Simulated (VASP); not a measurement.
# A VASP study of Cs2AgBiBr6 (PBE + D3): structure first, properties next, part 2 of 5

Aim: relax Cs2AgBiBr6, then compute properties on the relaxed cell. The atoms of the start are displaced at random from the sites of a Fm-3m cell.

VASP 6.6.1; PBE with D3; plane waves and PAW (Bi_d, Cs_sv, Ag, Br).

So far, gap on the k-mesh (eV): step 2 (full relaxation (PBE + D3)) 1.28.

### Step 3. Second relaxation

The basis stayed that of the start cell while the cell moved. A rerun from the cell reached resets it; the error of the finite cutoff stays.

The input, INCAR:

```
SYSTEM = Cs2AgBiBr6
PREC = Accurate
ENCUT = 400
EDIFF = 1E-06
NELM = 100
ISMEAR = 0
SIGMA = 0.05
LREAL = .FALSE.
ALGO = Normal
GGA = PE
IVDW = 11
NBANDS = 53
LORBIT = 11
LWAVE = .FALSE.
LCHARG = .FALSE.
KPAR = 4
IBRION = 2
NSW = 60
ISIF = 3
EDIFFG = -0.01
```

The input, POSCAR:

```
Cs2AgBiBr6
1.0
    6.9527813300     -4.0153744400      0.0000000000
    6.9527813300      4.0153744400      0.0000000000
   -4.6364673300      0.0000000000      6.5589411800
Bi Cs Ag Br
1 2 1 6
Direct
    0.9997589160      0.0002410830      0.5000000000
    0.2496866920      0.2504674360      0.2499441060
    0.7495325640      0.7503133080      0.7500558940
    0.5000493650      0.4999506350      0.0000000000
    0.2532234560      0.7481872540      0.2492919830
    0.7465638360      0.2516155440      0.7510784860
    0.7470029780      0.7488090960      0.2471884870
    0.7483844560      0.2534361640      0.2489215140
    0.2511909040      0.2529970220      0.7528115130
    0.2518127460      0.7467765440      0.7507080170
```

The input, KPOINTS:

```
Automatic mesh
0
Gamma
4 4 4
0 0 0
```

The projector-augmented-wave data sets are Bi_d, Cs_sv, Ag and Br (PBE family, release 64).

The cell reached was symmetrised within 0.01 Å before this step, which raises the operations from 1 to 2, which the run then keeps.

On the command line:

```console
mpirun -np 4 vasp_std
```

The program printed:

```text
[... set-up lines as in an earlier step ...]
 entering main loop
       N       E                     dE             d eps       ncg     rms          rms(c)
DAV:   1     0.634443307890E+03    0.63444E+03   -0.32490E+04  2704   0.117E+03
DAV:   2     0.354534107484E+02   -0.59899E+03   -0.58342E+03  3137   0.269E+02
DAV:   3    -0.290518710628E+02   -0.64505E+02   -0.64176E+02  3014   0.107E+02
DAV:   4    -0.309229213339E+02   -0.18711E+01   -0.18658E+01  3128   0.222E+01
DAV:   5    -0.309803878852E+02   -0.57467E-01   -0.57433E-01  3409   0.339E+00    0.775E+00
DAV:   6    -0.296515351520E+02    0.13289E+01   -0.23652E+00  3339   0.908E+00    0.514E+00
DAV:   7    -0.295752213232E+02    0.76314E-01   -0.11807E+00  3160   0.406E+00    0.237E+00
DAV:   8    -0.295809094799E+02   -0.56882E-02   -0.10490E-01  3107   0.160E+00    0.604E-01
DAV:   9    -0.295828521494E+02   -0.19427E-02   -0.96630E-03  3024   0.530E-01    0.129E-01
DAV:  10    -0.295836278447E+02   -0.77570E-03   -0.16792E-03  3171   0.157E-01    0.931E-02
DAV:  11    -0.295839503444E+02   -0.32250E-03   -0.38150E-04  3024   0.817E-02    0.196E-02
DAV:  12    -0.295839706025E+02   -0.20258E-04   -0.33536E-05  3083   0.260E-02    0.125E-02
DAV:  13    -0.295839768222E+02   -0.62197E-05   -0.27200E-05  2936   0.167E-02    0.758E-03
DAV:  14    -0.295839756388E+02    0.11834E-05   -0.48323E-06  2936   0.956E-03    0.133E-03
DAV:  15    -0.295839757075E+02   -0.68664E-07   -0.43548E-07  1864   0.268E-03
   1 F= -.32299581E+02 E0= -.32299581E+02  d E =-.322996E+02
 curvature:   0.00 expect dE= 0.000E+00 dE for cont linesearch  0.000E+00
 trial: gam= 0.00000 g(F)=  0.244E-04 g(S)=  0.131E-04 ort = 0.000E+00 (trialstep = 0.100E+01)
 search vector abs. value=  0.375E-04
 bond charge predicted
       N       E                     dE             d eps       ncg     rms          rms(c)
DAV:   1    -0.295846534491E+02   -0.67781E-03   -0.45828E-03  2803   0.338E-01    0.588E-02
DAV:   2    -0.295845864183E+02    0.67031E-04   -0.30343E-04  2840   0.111E-01    0.236E-02
DAV:   3    -0.295845716959E+02    0.14722E-04   -0.33172E-05  3115   0.286E-02    0.114E-02
DAV:   4    -0.295845677269E+02    0.39689E-05   -0.91156E-06  3304   0.159E-02    0.440E-03
DAV:   5    -0.295845668626E+02    0.86430E-06   -0.65124E-07  1627   0.614E-03
   2 F= -.32299612E+02 E0= -.32299612E+02  d E =-.313576E-04
 trial-energy change:   -0.000031  1 .order   -0.000031   -0.000038   -0.000024
 step:   2.8101(harm=  2.8101)  dis= 0.00117  next Energy=   -32.299634 (dE=-0.527E-04)
 bond charge predicted
       N       E                     dE             d eps       ncg     rms          rms(c)
DAV:   1    -0.295858867117E+02   -0.13190E-02   -0.15015E-02  2763   0.612E-01    0.106E-01
DAV:   2    -0.295856635655E+02    0.22315E-03   -0.99228E-04  2835   0.201E-01    0.427E-02
DAV:   3    -0.295856163119E+02    0.47254E-04   -0.10854E-04  3123   0.517E-02    0.208E-02
DAV:   4    -0.295856056595E+02    0.10652E-04   -0.29843E-05  3475   0.288E-02    0.801E-03
DAV:   5    -0.295856040525E+02    0.16070E-05   -0.21915E-06  2086   0.110E-02    0.434E-03
DAV:   6    -0.295856033844E+02    0.66813E-06   -0.46068E-07  1612   0.416E-03
   3 F= -.32299632E+02 E0= -.32299632E+02  d E =-.509469E-04
 curvature:  -1.41 expect dE=-0.617E-04 dE for cont linesearch -0.673E-07
 trial: gam= 1.20566 g(F)=  0.162E-04 g(S)=  0.277E-04 ort =-0.134E-05 (trialstep = 0.537E+00)
 search vector abs. value=  0.952E-04
 reached required accuracy - stopping structural energy minimisation
```

Wall time 3.1 min (4 MPI ranks of AMD EPYC 7R43, shared host); peak memory 2.5 GiB.

Parts of OUTCAR (step 3):

```text
  LATTYP: Found a base centered monoclinic cell.
 ALAT       =    13.9055626600
 B/A-ratio  =     0.5775205992
 C/A-ratio  =     0.5776263059
 COS(beta)  =    -0.5772336948

 Subroutine GETGRP returns: Found  2 space group operations
 (whereof  2 operations were pure point group operations)

The static configuration has the point symmetry C_2 .

 Found     24 irreducible k-points:

   k-points           NKPTS =     24   k-points in BZ     NKDIM =     24   number of bands    NBANDS=     53

   ENCUT  =  400.0 eV  29.40 Ry    5.42 a.u.  13.09 13.09 13.10*2*pi/ulx,y,z

   NELECT =      86.0000    total number of electrons

 Edisp (eV)   -2.71505

 E-fermi :   1.3697

 k-point     1 :       0.0000    0.0000    0.0000
  band No.  band energies     occupation
    ...
     39      -0.0143      2.00000
     40      -0.0141      2.00000
     41      -0.0141      2.00000
     42       0.4865      2.00000
     43       0.4866      2.00000
     44       3.3493      0.00000
     45       3.3580      0.00000
     46       3.3632      0.00000
     47       4.7550      0.00000
     48       5.7501      0.00000
    ...

 k-point     2 :       0.2500   -0.0000    0.0000
  band No.  band energies     occupation
    ...
     39      -0.2964      2.00000
     40      -0.2942      2.00000
     41      -0.1078      2.00000
     42       0.1186      2.00000
     43       0.1229      2.00000
     44       2.8510      0.00000
     45       3.9990      0.00000
     46       4.0062      0.00000
     47       5.3134      0.00000
     48       6.0864      0.00000
    ...

 Edisp (eV)   -2.71403

  Total      -0.04626    -0.03685    -0.04530     0.00000     0.00000    -0.00958
  in kB      -0.20218    -0.16104    -0.19799     0.00000     0.00000    -0.04188
  external pressure =       -0.19 kB  Pullay stress =        0.00 kB

  energy-cutoff  :      400.00
  volume of cell :      366.61
      direct lattice vectors                 reciprocal lattice vectors
     6.956622436 -4.015931650  0.001069716     0.071866147 -0.124504111  0.050806105
     6.956622436  4.015931650  0.001069716     0.071866147  0.124504111  0.050806105
    -4.638019648  0.000000000  6.560562012    -0.000023436  0.000000000  0.152409398

 POSITION                                       TOTAL-FORCE (eV/Angst)
 -----------------------------------------------------------------------------------
      4.63761     -4.01407      3.28135        -0.000000     -0.000059     -0.000000
      2.31974      0.00299      1.63981        -0.002147     -0.000875     -0.002199
      6.95549      0.00299      4.92290         0.002147     -0.000875      0.002199
      6.95662      0.00032      0.00107        -0.000000      0.003214     -0.000000
      5.81042      1.98869      1.63540         0.000171      0.006652     -0.005416
      3.46092     -1.98838      4.92916         0.003409     -0.004202      0.002988
      9.25931      0.00683      1.62266         0.005535     -0.003152      0.000775
      5.81430     -1.98838      1.63354        -0.003409     -0.004202     -0.002988
      0.01591      0.00683      4.94004        -0.005535     -0.003152     -0.000775
      3.46480      1.98869      4.92731        -0.000171      0.006652      0.005416
 -----------------------------------------------------------------------------------
    total drift:                                0.000008      0.000417      0.000000

  FREE ENERGIE OF THE ION-ELECTRON SYSTEM (eV)
  ---------------------------------------------------
  free  energy   TOTEN  =       -32.2996317313 eV

  energy  without entropy=      -32.2996317313  energy(sigma->0) =      -32.29963173

 total charge
# of ion       s       p       d       tot
------------------------------------------
    1        1.649   0.928   9.976  12.553
    2        1.839   4.712   0.015   6.566
    3        1.839   4.712   0.015   6.566
    4        0.234   0.167   9.319   9.721
    5        1.612   3.240   0.012   4.864
    6        1.612   3.240   0.012   4.864
    7        1.612   3.240   0.012   4.864
    8        1.612   3.240   0.012   4.864
    9        1.612   3.240   0.012   4.864
   10        1.612   3.240   0.012   4.864
--------------------------------------------------
tot         15.234  29.960  19.395  64.589

[... 2 parts as in an earlier step ...]

[... 7 further parts left out ...]
```

CONTCAR:

```
Cs2AgBiBr6
   1.00000000000000
     6.9566224359521298   -4.0159316504647897    0.0010697157294982
     6.9566224359521298    4.0159316504647897    0.0010697157294982
    -4.6380196484257068    0.0000000000000000    6.5605620116034640
  Bi              Cs              Ag              Br
     1     2     1     6
Direct
     0.9997685454334811    0.0002314535665152    0.5000000000000000
     0.2496505169345904    0.2503950894008318    0.2498674008460078
     0.7496049105991682    0.7503494830654096    0.7501325991539922
     0.4999597358787614    0.5000402641212386    0.0000000000000000
     0.2530611644083388    0.7482601466754066    0.2491134940821612
     0.7467162767968419    0.2515931230870799    0.7511691367702360
     0.7470213021179311    0.7487232694066386    0.2470920993908037
     0.7484068769129202    0.2532837232031581    0.2488308632297640
     0.2512767305933614    0.2529786978820689    0.7529079006091963
     0.2517398533245933    0.7469388355916612    0.7508865059178388
```

The run keeps the 2 symmetry operations of its start, so it cannot find a distortion of lower symmetry.

Little changed from the start: no atom moved by 0.005 Å and no cell edge by 0.1 %.

This step gave:

```yaml
irreducible_k_points: 24
symmetry_operations: 2
free_energy_toten: -32.30 eV
fermi_energy: 1.370 eV
pressure: -0.01871 GPa
valence_top_at_k: 0.5, 0, 0.5
conduction_bottom_at_k: 0.5, 0, 0
least_direct_gap_at_k: 0.5, 0, 0
scf_cycles_over_all_ionic_steps: 26
gap_on_the_k_mesh: 1.283 eV
least_direct_gap_on_the_k_mesh: 2.416 eV
```

It ends with a largest force of 0.009 eV/Å and a pressure of -0.02 GPa. The volume moved by only 0.10 %, so the volume is settled.

### Step 4. Single point with fields (PBE + D3)

The relaxed cell gets a fresh self-consistent run, on a basis set for its own volume, to fix the density and to check the remaining stress.

Changes to INCAR since step 3:

```diff
@@ -14,7 +14,5 @@
 LWAVE = .FALSE.
-LCHARG = .FALSE.
-KPAR = 4
-IBRION = 2
-NSW = 60
-ISIF = 3
-EDIFFG = -0.01
+LCHARG = .TRUE.
+ISIF = 2
+LELF = .TRUE.
+LVHAR = .TRUE.
```

The input, POSCAR:

```
Cs2AgBiBr6
1.0
    6.9566224360     -4.0159316505      0.0010697157
    6.9566224360      4.0159316505      0.0010697157
   -4.6380196484      0.0000000000      6.5605620116
Bi Cs Ag Br
1 2 1 6
Direct
    0.9997685454      0.0002314536      0.5000000000
    0.2496505169      0.2503950894      0.2498674008
    0.7496049106      0.7503494831      0.7501325992
    0.4999597359      0.5000402641      0.0000000000
    0.2530611644      0.7482601467      0.2491134941
    0.7467162768      0.2515931231      0.7511691368
    0.7470213021      0.7487232694      0.2470920994
    0.7484068769      0.2532837232      0.2488308632
    0.2512767306      0.2529786979      0.7529079006
    0.2517398533      0.7469388356      0.7508865059
```

KPOINTS is that of step 3.

On the command line:

```console
mpirun -np 4 vasp_std
```

The program printed:

```text
[banner, memory and clock lines left out]
running    4 mpi-ranks, on    1 nodes
 distrk:  each k-point on    4 cores,    1 groups
 distr:  one band on    1 cores,    4 groups

 POSCAR found type information on POSCAR BiCsAgBr
 POSCAR found :  4 types and      10 ions
 LDA part: xc-table for (Slater+PW92), standard interpolation
|                                                                             |
|           W    W    AA    RRRRR   N    N  II  N    N   GGGG   !!!           |
|           W    W   A  A   R    R  NN   N  II  NN   N  G    G  !!!           |
|           W    W  A    A  R    R  N N  N  II  N N  N  G       !!!           |
|           W WW W  AAAAAA  RRRRR   N  N N  II  N  N N  G  GGG   !            |
|           WW  WW  A    A  R   R   N   NN  II  N   NN  G    G                |
|           W    W  A    A  R    R  N    N  II  N    N   GGGG   !!!           |
|                                                                             |
|     The number of bands has been changed from the values supplied in        |
|     The orbitals not found in the WAVECAR file will be initialized with     |
|     random numbers, which is usually adequate. For correlated               |
|     calculations, however, you should redo the groundstate calculation.     |
|     I found NBANDS = 53. Now, NBANDS = 56.                                  |
|                                                                             |

 POSCAR, INCAR and KPOINTS ok, starting setup
 FFT: planning ... GRIDC
 FFT: planning ... GRID_SOFT
 FFT: planning ... GRID
 WAVECAR not read
 entering main loop
       N       E                     dE             d eps       ncg     rms          rms(c)
DAV:   1     0.625290632823E+03    0.62529E+03   -0.32188E+04  2816   0.110E+03
DAV:   2     0.338923599519E+02   -0.59140E+03   -0.57354E+03  3304   0.258E+02
DAV:   3    -0.291901507858E+02   -0.63083E+02   -0.62717E+02  3296   0.102E+02
DAV:   4    -0.309355421090E+02   -0.17454E+01   -0.17409E+01  3312   0.209E+01
DAV:   5    -0.309851501900E+02   -0.49608E-01   -0.49591E-01  3544   0.308E+00    0.773E+00
DAV:   6    -0.296518278580E+02    0.13333E+01   -0.21897E+00  3496   0.856E+00    0.515E+00
DAV:   7    -0.295772837219E+02    0.74544E-01   -0.11850E+00  3376   0.391E+00    0.236E+00
DAV:   8    -0.295827338741E+02   -0.54502E-02   -0.10425E-01  3272   0.155E+00    0.617E-01
DAV:   9    -0.295845836061E+02   -0.18497E-02   -0.99682E-03  3240   0.533E-01    0.130E-01
DAV:  10    -0.295853885000E+02   -0.80489E-03   -0.17692E-03  3400   0.152E-01    0.934E-02
DAV:  11    -0.295857132012E+02   -0.32470E-03   -0.37805E-04  3216   0.809E-02    0.187E-02
DAV:  12    -0.295857322297E+02   -0.19028E-04   -0.34602E-05  3280   0.256E-02    0.125E-02
DAV:  13    -0.295857381477E+02   -0.59180E-05   -0.29182E-05  3104   0.163E-02    0.844E-03
DAV:  14    -0.295857367212E+02    0.14265E-05   -0.49842E-06  3216   0.790E-03    0.153E-03
DAV:  15    -0.295857367907E+02   -0.69516E-07   -0.39060E-07  1928   0.259E-03
   1 F= -.32299765E+02 E0= -.32299765E+02  d E =-.774085E-11
```

It took 1.9 min on 4 MPI ranks; peak memory 1.1 GiB; 7.7 min of CPU time.

Parts of OUTCAR (step 4):

```text
  LATTYP: Found a base centered monoclinic cell.
 ALAT       =    13.9132450365
 B/A-ratio  =     0.5772818117
 C/A-ratio  =     0.5774668932
 COS(beta)  =    -0.5771418682

The static configuration has the point symmetry C_2 .

 Found     24 irreducible k-points:

   k-points           NKPTS =     24   k-points in BZ     NKDIM =     24   number of bands    NBANDS=     56

   ENCUT  =  400.0 eV  29.40 Ry    5.42 a.u.  13.10 13.10 13.10*2*pi/ulx,y,z

   NELECT =      86.0000    total number of electrons

 E-fermi :   1.2955

 k-point     1 :       0.0000    0.0000    0.0000
  band No.  band energies     occupation
    ...
     39      -0.0143      2.00000
     40      -0.0141      2.00000
     41      -0.0140      2.00000
     42       0.4865      2.00000
     43       0.4866      2.00000
     44       3.3493      0.00000
     45       3.3580      0.00000
     46       3.3632      0.00000
     47       4.7549      0.00000
     48       5.7501      0.00000
    ...

 k-point     2 :       0.2500   -0.0000    0.0000
  band No.  band energies     occupation
    ...
     39      -0.2964      2.00000
     40      -0.2942      2.00000
     41      -0.1078      2.00000
     42       0.1185      2.00000
     43       0.1229      2.00000
     44       2.8510      0.00000
     45       3.9990      0.00000
     46       4.0062      0.00000
     47       5.3134      0.00000
     48       6.0863      0.00000
    ...

 Edisp (eV)   -2.71403

  Total      -0.05071    -0.03995    -0.04820     0.00000     0.00000    -0.01005
  in kB      -0.22163    -0.17461    -0.21063     0.00000     0.00000    -0.04394
  external pressure =       -0.20 kB  Pullay stress =        0.00 kB

 POSITION                                       TOTAL-FORCE (eV/Angst)
 -----------------------------------------------------------------------------------
      4.63761     -4.01407      3.28135        -0.000000     -0.000530      0.000000
      2.31974      0.00299      1.63981        -0.002152     -0.000821     -0.002199
      6.95549      0.00299      4.92290         0.002152     -0.000821      0.002199
      6.95662      0.00032      0.00107         0.000000      0.003250      0.000000
      5.81042      1.98869      1.63540         0.000176      0.006794     -0.005478
      3.46092     -1.98838      4.92916         0.003439     -0.004221      0.003024
      9.25931      0.00683      1.62266         0.005544     -0.003112      0.000753
      5.81430     -1.98838      1.63354        -0.003439     -0.004221     -0.003024
      0.01591      0.00683      4.94004        -0.005544     -0.003112     -0.000753
      3.46480      1.98869      4.92731        -0.000176      0.006794      0.005478
 -----------------------------------------------------------------------------------
    total drift:                                0.000008     -0.000140      0.000000

  FREE ENERGIE OF THE ION-ELECTRON SYSTEM (eV)
  ---------------------------------------------------
  free  energy   TOTEN  =       -32.2997651376 eV

  energy  without entropy=      -32.2997651376  energy(sigma->0) =      -32.29976514

[... 5 parts as in an earlier step ...]

[... 6 further parts left out ...]
```

Numbers from this step:

```
SCF cycles   : 15
bands        : 56
Fermi energy : 1.296 eV
pressure     : -0.02023 GPa
```

Valence electrons inside each PAW sphere by angular momentum. Sphere charges, by row:

| atom | s (e) | p (e) | d (e) | tot (e) |
| --- | --- | --- | --- | --- |
| Bi1 | 1.649 | 0.928 | 9.976 | 12.55 |
| Cs2 | 1.839 | 4.712 | 0.015 | 6.566 |
| Cs3 | 1.839 | 4.712 | 0.015 | 6.566 |
| Ag4 | 0.234 | 0.167 | 9.319 | 9.721 |
| Br5 | 1.612 | 3.24 | 0.012 | 4.864 |
| Br6 | 1.612 | 3.24 | 0.012 | 4.864 |
| Br7 | 1.612 | 3.24 | 0.012 | 4.864 |
| Br8 | 1.612 | 3.24 | 0.012 | 4.864 |
| Br9 | 1.612 | 3.24 | 0.012 | 4.864 |
| Br10 | 1.612 | 3.24 | 0.012 | 4.864 |

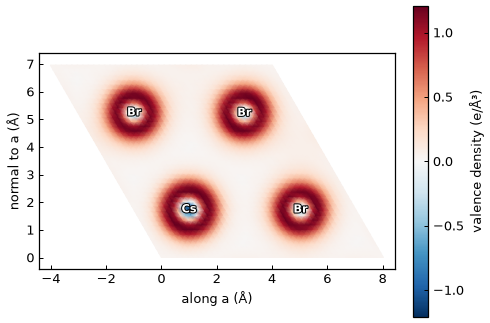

Valence density in the ac plane at fractional y = 0.250, with atoms of Cs and Br within 0.2 Å of it. It is the smooth field of the valence electrons, not physical close to the nuclei.

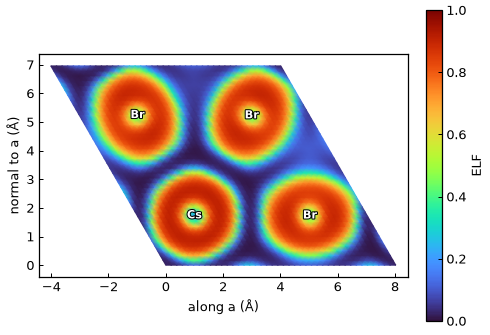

ELF in the ac plane at fractional y = 0.250, with atoms of Cs and Br within 0.2 Å of it. It is the smooth field of the valence electrons, not physical close to the nuclei.

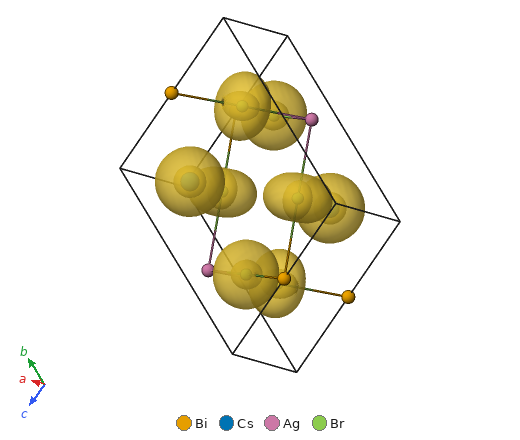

Surface of ELF = 0.83.

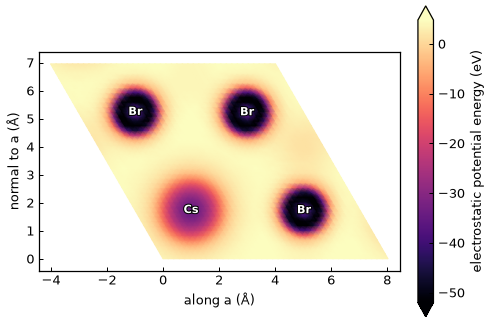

Electrostatic potential energy in the ac plane at fractional y = 0.250, with atoms of Cs and Br within 0.2 Å of it. With pseudopotentials it is smooth inside the atoms' cores, unlike the true potential.

In this run the pressure is -0.02 GPa, small enough to go on.

(Part 2 of 5 ends here.)

[Lines on the potential files, build, host, timing and source positions are cut from VASP's logs without a mark.]

[Logs are printed without paths, hosts, clocks, repeated set-up lines and the standing remarks that a program may print on its own settings, such as how far it seeks lower states.]

[Hosts, paths, dates, database ids (printed as entryN), source tags and the programs' standing remarks are cut or masked in the printed files.]

[A measured line is paired with the nearest computed mode of its activity, which favours agreement.]

[In band tables of VASP the shares of atoms and orbitals are scaled to a sum of 1 inside the atoms' spheres.]
